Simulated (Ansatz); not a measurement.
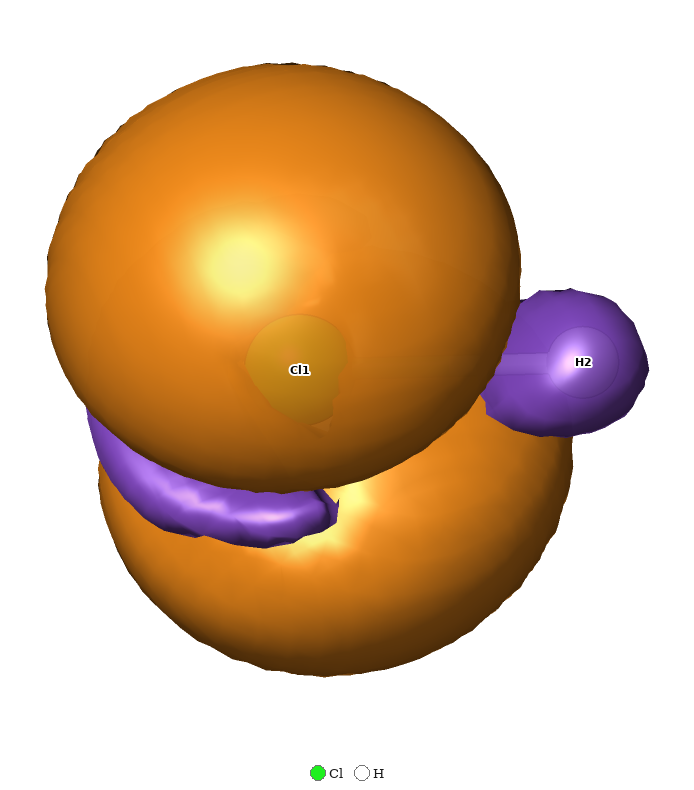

*HCl (charge +1, doublet). Isosurfaces of the spin density at +0.02 (orange) and −0.02 e/Å³ (purple), seen from one side.*

Geometry: PBE0-D4/def2-TZVP.

These are results of Ansatz, UKS PBE0-D4/def2-TZVPP, not measurements.

```xyz
2

Cl    0.5641   -0.1844    0.2901
H    -0.5641    0.1844   -0.2901
```

Describe the spin distribution.

The unpaired spin (1 electron) lies mostly on Cl1 (about 1.0), in electrons by Hirshfeld's partition.
